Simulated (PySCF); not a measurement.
C3H2F3N3Si (SMILES N#C[Si](N)(C#N)C(F)(F)F)

The calculation's input:

```
{"job": {"kind": "uv", "xc": "PBE0", "basis": "def2-SVPD", "nstates": 8, "ntriplets": 3}, "charge": 0, "multiplicity": 1}
N      2.298007    -0.176172    -2.207938
C      1.526967    -0.009502    -1.379441
Si     0.316426     0.254419     0.023149
N      0.727140    -0.295827     1.577532
C     -0.122004     2.066435     0.012487
N     -0.363601     3.183837     0.008850
C     -1.270218    -0.765695    -0.439779
F     -1.692063    -0.565356    -1.697983
F     -1.049621    -2.092458    -0.316853
F     -2.312938    -0.489987     0.364536
H      0.462521    -1.208916     1.913680
H      1.480583     0.098538     2.115735
```

Launched as:

```sh
OMP_NUM_THREADS=1 python probes_run.py task.json out
```

Geometry: GFN2-xTB.

These are results of PBE0/def2-SVPD, SCF density, gas phase (PySCF 2.14.0), not measurements.

Q: Predict the electron density and electron localisation function between the atoms.

A: C–N (1.14 Å): ρ at the midpoint is about 3.7 e/Å³; the ELF peaks at about 0.90 between the atoms: a multiple bond.
C–F (1.35 Å): the density is about 2.3 e/Å³ at the midpoint, with its minimum of 1.8 e/Å³ about 0.5 Å from C; the ELF peaks at about 0.85 between the atoms, as expected for a shared but strongly polarised pair.
C–Si (1.86 Å): the density is about 0.92 e/Å³ at the midpoint; the ELF peaks at about 1 between the atoms: localised, covalent bonding.
C–Si (1.94 Å): ρ is about 0.96 e/Å³ halfway; the ELF peaks at about 1 between the atoms; a covalent bond.

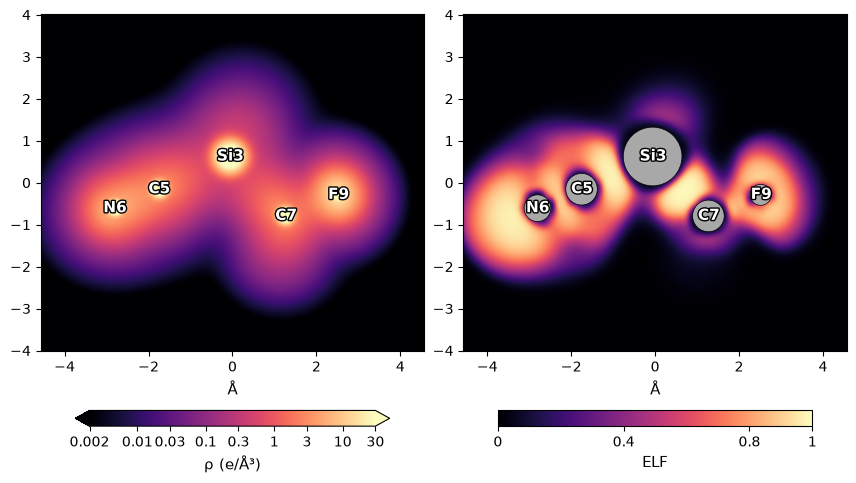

Computed electron density and electron localisation function on the plane of atoms C5, Si3 and C7, in this order. Grey discs cover the atomic cores in the ELF map. 
